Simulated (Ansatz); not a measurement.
# SiH2F (SMILES F[SiH2]): USVWN5/STO-3G

Aim: the energy change on altering one bond length of SiH2F at USVWN5/STO-3G, from 2 runs. 

The calculation is run with Ansatz 0.2.0.

46 further runs of the same task are left out: 46 set aside as unsound or not needed.

## 1. The structure to begin with

SiH2F has 4 atoms, charge 0, and is taken as a doublet. As SMILES, `F[SiH2]`. Geometry: relaxed at GFN2-xTB.

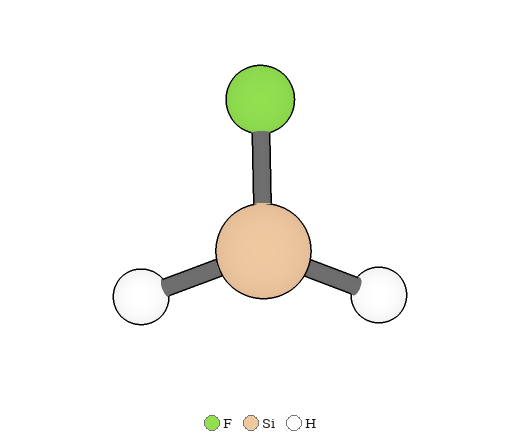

The structure, seen from a chosen angle (fluorine green, silicon light orange, hydrogen white).

## 2. A single-point energy at USVWN5/STO-3G

Input file molecule.yaml:

```yaml
crystal:
  periodic: [false, false, false]
  atoms:
    - symbol: F
      position_ang: [1.205590, 0.647540, -0.425510]
    - symbol: Si
      position_ang: [-0.122150, -0.264920, -0.246870]
    - symbol: H
      position_ang: [-1.219930, 0.678520, -0.261640]
    - symbol: H
      position_ang: [0.136490, -1.061140, 0.934020]
basis:
  gaussian: {orbitals: STO-3G}
magnetization: {spin_polarized: true, initial_magnetization: 1}
hamiltonian: {xc: {name: SVWN5}}
accuracy: high
```

Run with:

```
$ ansatz run molecule.yaml --threads 1 --pin off --max-ram 2610MiB --events-out events.jsonl --progress --plain --runs-dir runs
```

Standard output:

```text
Warning: RAYON_NUM_THREADS=1 ignored (pool sized by the plan → 1); use --threads N
Functional definition: SVWN5
  name "SVWN5"
  exchange = slater_x
  correlation = vwn5_c
270 factors; integrals over basis functions are off by at most 2.6e-8 eV
mean field evaluation 1: about -10442.8906 eV, gradient 9.5e0 eV
mean field evaluation 2: about -10440.8153 eV, gradient 2.0e1 eV
mean field evaluation 4: about -10443.5460 eV, gradient 5.6e-1 eV
mean field evaluation 8: about -10443.5165 eV, gradient 4.0e-3 eV
mean field evaluation 16: about -10443.5165 eV, gradient 6.1e-9 eV
mean field -10443.51648402 eV, -383.7921519181 hartree, gradient 6.1e-9 eV, S^2 0.750142; 0 other end points of the search recorded, 0 dependent functions left out
reference -10443.51648544 eV, -383.7921519701 hartree; 13, 12 occupied and 3, 4 virtual orbitals, 270 factors
Total energy: -10443.51648544 eV, -383.7921519701 hartree
```

It took 0.78 s on 1 thread of Arm Neoverse V1, shared host; peak memory 0.098 GiB.

## 3. The distorted shape, same level

Input file run.yaml:

```yaml
crystal:
  periodic: [false, false, false]
  atoms:
    - {symbol: F, position_ang: [1.140934, 0.846584, -0.720716]}
    - {symbol: Si, position_ang: [-0.186806, -0.065876, -0.542076]}
    - {symbol: H, position_ang: [-1.284586, 0.877564, -0.556846]}
    - {symbol: H, position_ang: [0.136490, -1.061140, 0.934020]}
basis:
  gaussian: {orbitals: STO-3G}
magnetization: {spin_polarized: true, initial_magnetization: 1}
hamiltonian: {xc: {name: SVWN5}}
accuracy: high
```

Run with:

```
$ ansatz run run.yaml --threads 1 --pin off --max-ram 2610MiB --events-out events.jsonl --progress --plain --runs-dir runs
```

Standard output:

```text
Warning: RAYON_NUM_THREADS=1 ignored (pool sized by the plan → 1); use --threads N
Functional definition: SVWN5
  name "SVWN5"
  exchange = slater_x
  correlation = vwn5_c
268 factors; integrals over basis functions are off by at most 3.1e-8 eV
mean field evaluation 1: about -10441.7630 eV, gradient 1.1e1 eV
mean field evaluation 2: about -10439.5075 eV, gradient 2.1e1 eV
mean field evaluation 4: about -10442.7338 eV, gradient 1.3e0 eV
mean field evaluation 8: about -10442.7099 eV, gradient 2.8e-2 eV
mean field evaluation 16: about -10442.7099 eV, gradient 1.8e-7 eV
mean field -10442.70986026 eV, -383.7625090416 hartree, gradient 2.9e-8 eV, S^2 0.750354; 0 other end points of the search recorded, 0 dependent functions left out
reference -10442.70986171 eV, -383.7625090950 hartree; 13, 12 occupied and 3, 4 virtual orbitals, 268 factors
Total energy: -10442.70986171 eV, -383.7625090950 hartree
```

Wall time 0.78 s (1 thread of Arm Neoverse V1, shared host); peak memory 0.098 GiB.

## 4. Summary of results

Level: USVWN5/STO-3G.

```
                                                          quantity          value
                                         first shape: total energy  -383.79215 Eh
                                                 first shape: ⟨S²⟩          0.750
                                     distorted shape: total energy  -383.76251 Eh
                                             distorted shape: ⟨S²⟩          0.750
energy change with the Si2–H4 bond stretched from 1.448 to 1.809 Å       0.807 eV
```

**Reading.** With the Si2–H4 bond stretched from 1.448 to 1.809 Å the energy rises by 0.81 eV (18.6 kcal/mol). The first shape isn't relaxed at this level, so the change isn't measured from a minimum. The minimal basis adds a large error of its own.
